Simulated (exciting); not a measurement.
TiNF, space group I4_1md, N K edge of atom 5, with nearest neighbours 1 Ti at 1.81 Å and 2 Ti at 2.07 Å (site symmetry 2mm); the tensor is averaged over the atoms equivalent by symmetry. Method: exciting, all-electron LAPW+lo, LDA, exchange and screened direct term (singlet BSE), 3×3×5 shifted k points, 37 conduction bands, |G+q| up to 3 bohr⁻¹, full RPA screening with nempty = 64, Lorentzian half width 0.45 eV.

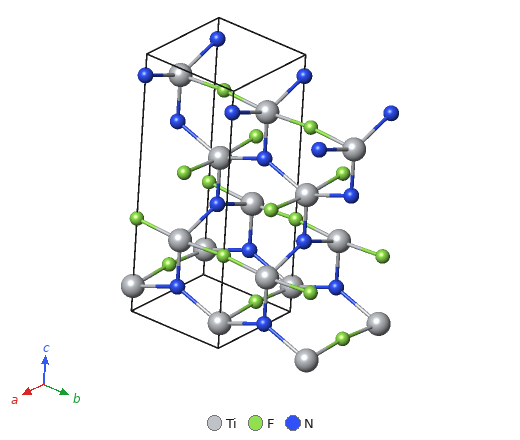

The structure (titanium light grey, fluorine green, nitrogen blue). 1×2×1 conventional cells are drawn. Some periodic images of atoms are drawn too.

```xyz
6
Lattice="-1.9518 1.9518 5.0037 1.9518 -1.9518 5.0037 1.9518 1.9518 -5.0037" Properties=species:S:1:pos:R:3 pbc="T T T"
Ti    0.0000    0.0000    3.4791
Ti    1.9518    0.0000    0.9772
F     0.0000    0.0000    6.1078
F     1.9518    0.0000    3.6060
N     0.0000    1.9518    4.1733
N     0.0000    0.0000    1.6715
```

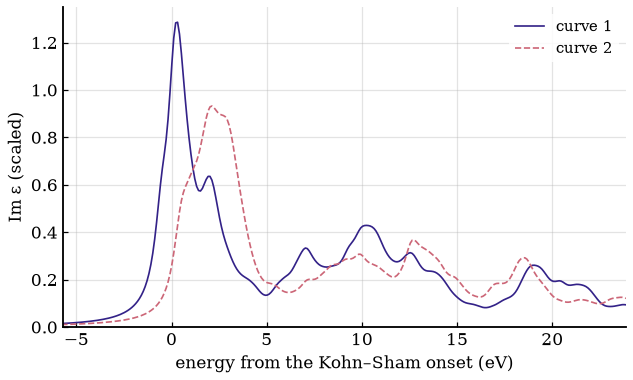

Energy from the Kohn–Sham onset, core level to the lowest empty state found on the meshes used; scaled to the maximum of the polarisation mean.

**Question.** The curves are the diagonal elements of Im ε for ε ∥ c and ⊥ c. Which is which?

Curve 1: ε ⊥ c, maxima 0.3 eV (1.29), 1.9 eV (0.64) and 10.2 eV (0.43); 3 lower ones aren't listed. Curve 2: ε ∥ c, maxima 2.1 eV (0.93), 9.8 eV (0.31) and 12.7 eV (0.37); 1 lower ones aren't listed. A K edge probes the empty p states along ε, which follow the bonds' lengths and directions.

[Banner, clock and machine lines of the logs are left out without a mark of their own.]

[Logs are printed without paths, hosts, clocks, repeated set-up lines and the standing remarks that a program may print on its own settings, such as how far it seeks lower states.]

[Hosts, paths, dates, database ids (printed as entryN), source tags and the programs' standing remarks are cut or masked in the printed files.]
